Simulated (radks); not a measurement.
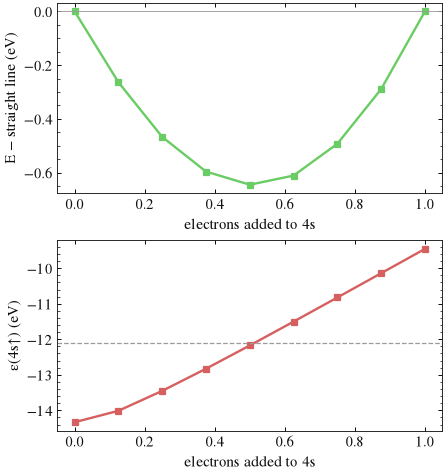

Computed with the in-house radial solver radks: non-relativistic Kohn-Sham, LDA (Slater exchange, Perdew-Wang correlation), spin-polarised, spherical densities, point nucleus. The occupation of the 4s shell is varied from Ca²⁺ ([Ar]) to Ca⁺ ([Ar] 4s1 (high spin)), with spherical fractional occupations. The plot shows the total energy less the straight line between the end points, and the eigenvalue of 4s↑ (the dashed line is minus the energy to take the whole electron out).

### What does the shape say about the method?

The curve is convex (below the straight line), with the largest deviation among the points computed, −0.64 eV, at 0.5. The end points differ by 12.1 eV, the energy to take the electron out. The eigenvalue, which is the slope of the energy (Janak's theorem), moves from −14.3 eV at 0 to −9.46 eV at 1; for a straight line it would stay constant, and a parabola would sag by an eighth of this change, scaled to a whole electron, 0.61 eV. Convexity is the delocalisation error: fractional charges are too low in energy.
